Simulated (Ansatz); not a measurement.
# Zn2+ FSI- in sulfolane and diethyl carbonate: a series in density

How do energy, pressure, forces, levels, charges and cost follow the density?

Computed with Ansatz 0.2.0: Kohn-Sham DFT, PBE+D3(BJ), PAW (set soft_2). Every run is a single point, with the atoms held where the recipe put them (cutoff of the plane-wave runs 420 eV, fixed occupations).

First member: 5 sulfolane, 5 diethyl carbonate, 1 Zn2+, 2 FSI- placed at random, at 1.15 g/cm³; overlaps pushed apart, then 10 ps at 550 K with divalent ions of Li, Roberts, Chakravorty and Merz (J. Chem. Theory Comput. 9, 2733 (2013)); MMFF94 bonds, angles, torsions, charges and radii (Halgren, J. Comput. Chem. 17, 490 (1996)) in harmonic and 12-6 forms; charges of ions scaled by 0.8. Snapshot after 30 ps at 350 K and fixed volume.

Last member: 5 sulfolane, 5 diethyl carbonate, 1 Zn2+, 2 FSI- placed at random, at 1.53 g/cm³; overlaps pushed apart, then 10 ps at 550 K with divalent ions of Li, Roberts, Chakravorty and Merz (J. Chem. Theory Comput. 9, 2733 (2013)); MMFF94 bonds, angles, torsions, charges and radii (Halgren, J. Comput. Chem. 17, 490 (1996)) in harmonic and 12-6 forms; charges of ions scaled by 0.8. Snapshot after 30 ps at 350 K and fixed volume.

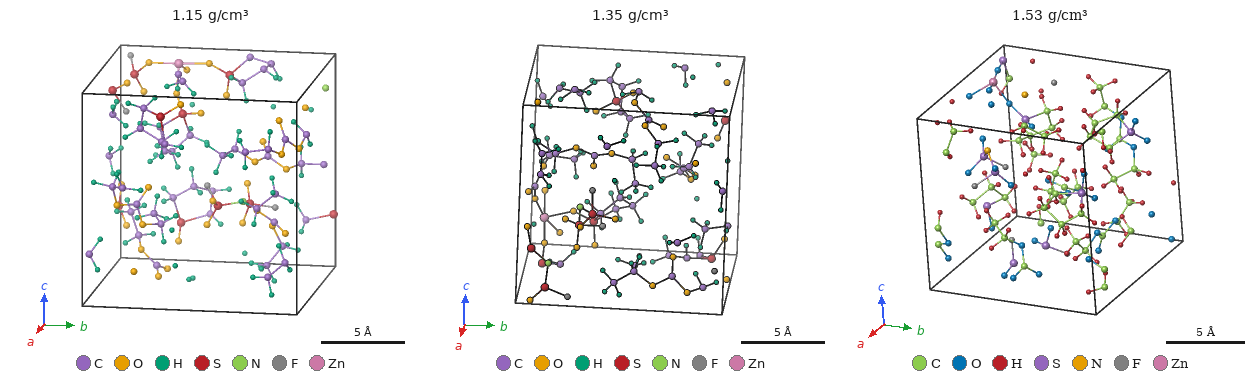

Three members of the series, labelled by density. Bonds to atoms that aren't drawn are left out. Some periodic images of atoms are drawn too.

The members:

| density (g/cm³) | reduced formula | atoms | valence electrons | k-mesh | basis | density (g/cm³) |
| --- | --- | --- | --- | --- | --- | --- |
| 1.147 | ZnH90C45S9N2O33F4 | 184 | 572 | 1×1×1 | plane waves | 1.15 |
| 1.21 | ZnH90C45S9N2O33F4 | 184 | 572 | 1×1×1 | plane waves | 1.21 |
| 1.274 | ZnH90C45S9N2O33F4 | 184 | 572 | 1×1×1 | plane waves | 1.27 |
| 1.35 | ZnH90C45S9N2O33F4 | 184 | 572 | 1×1×1 | plane waves | 1.35 |
| 1.427 | ZnH90C45S9N2O33F4 | 184 | 572 | 1×1×1 | plane waves | 1.43 |
| 1.529 | ZnH90C45S9N2O33F4 | 184 | 572 | 1×1×1 | plane waves | 1.53 |

Each cell is one sample from a classical run, so sample-to-sample scatter enters every column; pressures lack the kinetic term, and hold the strain of bonds inside molecules, whose lengths the classical model set.

The input of the first member, without its atom lines; other members have their own cell and atoms, and may differ in mesh, basis and outputs:

```yaml
crystal:
  lattice:
    - [13.27828, 0.0, 0.0]
    - [0.0, 13.27828, 0.0]
    - [0.0, 0.0, 13.27828]
  atoms:
    [... 184 lines ...]
kpoints:
  mp_grid: { grid: [1, 1, 1] }
hamiltonian:
  xc: pbe
  dispersion: d3bj
scf:
  occupations: { method: fixed }
output:
  forces: true
  stress: true
  populations: true
  dos:
    method: { smearing: { sigma: 0.08 } }
    de: 0.1
    projected: { site_lists: { C: [C], F: [F], H: [H], "N": ["N"], O: [O] } }
  eigenvalues: true
  write_density: true
  write_potential: true
  volumetric_format: npy
```

Predict the trends along the series.

Results; charges are mean Löwdin charges in e:

```csv
density (g/cm³),energy less the first member's (meV/atom),pressure (GPa),r.m.s. force (eV/Å),gap (eV),q(S),q(Zn),q(F)
1.147,0.0,2.53,1.14,4.23,+2.23,+1.59,-0.41
1.21,-8.2,2.03,1.02,4.21,+2.23,+1.61,-0.41
1.274,-8.9,2.77,1.03,4.58,+2.25,+1.58,-0.39
1.35,-10.0,3.11,0.992,4.48,+2.25,+1.59,-0.41
1.427,-8.2,4.83,1.04,4.63,+2.26,+1.60,-0.41
1.529,-10.9,2.78,0.970,5.04,+2.22,+1.58,-0.40
```

The gap is that between the highest filled and lowest empty Kohn-Sham level on the run's k-points, and semilocal functionals tend to put gaps under measured ones. Atoms aren't relaxed at this level, so pressure against density here is no equation of state. The projection misses up to 0.051 e an atom, so the charges add up to more than the cell's charge.

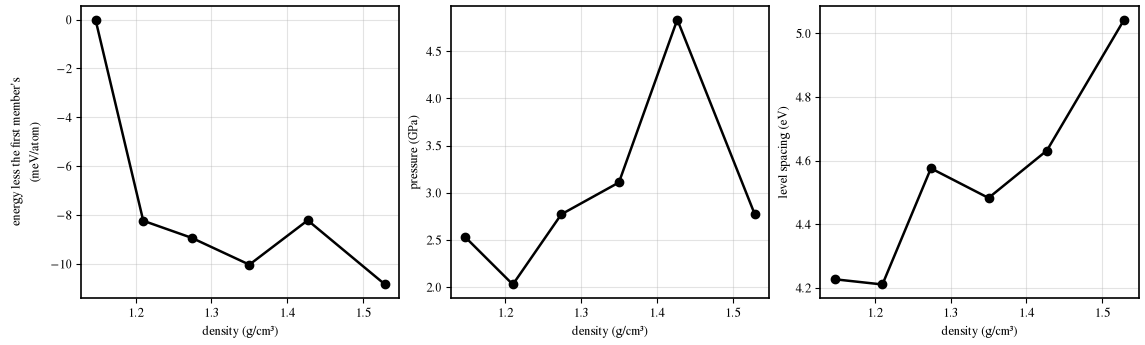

Results against density.

Cost on 8 threads of Arm Neoverse V2, shared host:

```csv
density (g/cm³),atoms,basis,k-mesh,SCF cycles,time,host memory (GiB)
1.147,184,plane waves,1×1×1,11,23 s,3.4
1.21,184,plane waves,1×1×1,11,21 s,3.3
1.274,184,plane waves,1×1×1,11,21 s,3.1
1.35,184,plane waves,1×1×1,11,20 s,3.0
1.427,184,plane waves,1×1×1,11,20 s,2.9
1.529,184,plane waves,1×1×1,11,18 s,2.6
```

Times include the outputs that each run asked for, on hosts shared with other jobs.

**Reading.** The energy against the first member is lowest at 1.53 g/cm³ (-10.9 meV/atom) and highest at 1.15 g/cm³ (0.0 meV/atom); each member is a single configuration. The gap is lowest at 1.21 g/cm³ (4.21 eV) and highest at 1.53 g/cm³ (5.04 eV), rising overall but not at every step; in single samples it varies with the configuration. The mean charge on S is lowest at 1.53 g/cm³ (+2.22 e) and highest at 1.43 g/cm³ (+2.26 e), with no steady trend. The pressure is lowest at 1.21 g/cm³ (2 GPa) and highest at 1.43 g/cm³ (4.8 GPa).

**Limits.** The network of contacts between molecules at the start is that of the classical potential that made the cell, and needn't be the one that DFT or experiment would give. The cells aren't relaxed by DFT, which could reorder their energies.

[Logs are printed without paths, hosts, clocks, repeated set-up lines and the standing remarks that a program may print on its own settings, such as how far it seeks lower states.]

[Hosts, paths, dates, database ids (printed as entryN), source tags and the programs' standing remarks are cut or masked in the printed files.]

[The MMFF94 radii named for the starting cell were scaled by 0.96; in molecules described by MMFF94, hydrogen bound to N, O or S took a small fixed 12-6 site in their place.]
